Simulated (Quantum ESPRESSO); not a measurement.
# What a tighter setting buys: ecutwfc, Er (P6_3/mmc, 2 atoms in the cell)

```xyz
2
Lattice="3.5968 0.0000 0.0000 -1.7984 3.1149 0.0000 0.0000 0.0000 5.5196" Properties=species:S:1:pos:R:3 pbc="T T T"
Er     0.0000     2.0766     1.3799
Er     1.7984     1.0383     4.1397
```
Moments meant for the start (each program seeds them in its own way; μB, in the order of the atoms Er Er): 3.0 3.0.

Level of theory: PBE, SSSP 1.1.2 efficiency (PBE) pseudopotentials (plane waves; Quantum ESPRESSO).

Base settings: ecutwfc = 50 Ry; ecutrho = 400 Ry; occupations = smearing; smearing = cold; degauss = 0.0036749 Ry; nspin = 2; potentials = {Er: Er.GGA-PBE-paw-v1.0.UPF}; K_POINTS = automatic 8 8 4 0 0 0; conv_thr = 1e-10 Ry; mixing_beta = 0.4.

Misses are taken against the tightest run, 57 Ry (ecutrho: 400 Ry → 456 Ry), which need not be fully converged itself. The energy is the free energy per atom.

The count of work is k-points × plane waves × bands × iterations; it is no time, and leaves out set-up, grids and terms that scale otherwise. Core times come from one kind of shared machine and are given to one figure; runs under 30 s give none.

The starting cell comes from a database of computed structures (which also holds hypothetical and non-ambient phases and stackings), without a prior relaxation at this level. Its lattice was rescaled by a random factor within 2.5 % of one. The magnetic order is the one reached from the typed start; others were not searched systematically. With U or open f shells several self-consistent states can exist. The f electrons are in the valence without U or exact exchange, which can misplace them near the Fermi level. Spin-orbit terms, which matter for f shells, are left out.

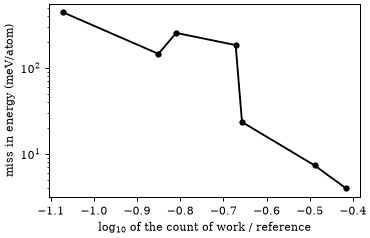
Figure: Miss against the count of work; the reference run is not drawn, and misses under 0.1 meV/atom are drawn there.

```tsv
ecutwfc	energy less reference (meV/atom)	pressure less reference (GPa)	size of the net moment less reference (μB/atom)	count of work / reference	core time / reference (rough)
20 Ry (ecutrho: 400 Ry → 160 Ry)	444.44	-7.13	-0.18	0.085	0.2
25 Ry (ecutrho: 400 Ry → 200 Ry)	146.45	-0.80	0.06	0.14	0.3
30 Ry (ecutrho: 400 Ry → 240 Ry)	256.61	-2.21	-0.19	0.16	0.2
35 Ry (ecutrho: 400 Ry → 280 Ry)	23.53	-0.68	0.05	0.22	0.2
40 Ry (ecutrho: 400 Ry → 320 Ry)	185.19	-0.71	-0.20	0.21	0.3
45 Ry (ecutrho: 400 Ry → 360 Ry)	7.35	0.11	0.05	0.32	0.4
50 Ry	3.96	0.02	0.05	0.38	0.4
57 Ry (ecutrho: 400 Ry → 456 Ry)	0.00	0.00	0.00	1.0	1
```

The last two settings still differ by 4.0 meV/atom, so the table cannot show that the reference is converged.

Coarsest setting among those run that, with all tighter ones, holds the energy within 20 meV/atom of the reference: 45 Ry (ecutrho: 400 Ry → 360 Ry), off by 7.3 meV/atom; it needs 0.32 of the reference's count of work and about 0.4 of the reference's time.

Smallest miss in the energy for at most 0.5 times the reference's count of work: 50 Ry, with a miss of 4.0 meV/atom at a count of 0.38.
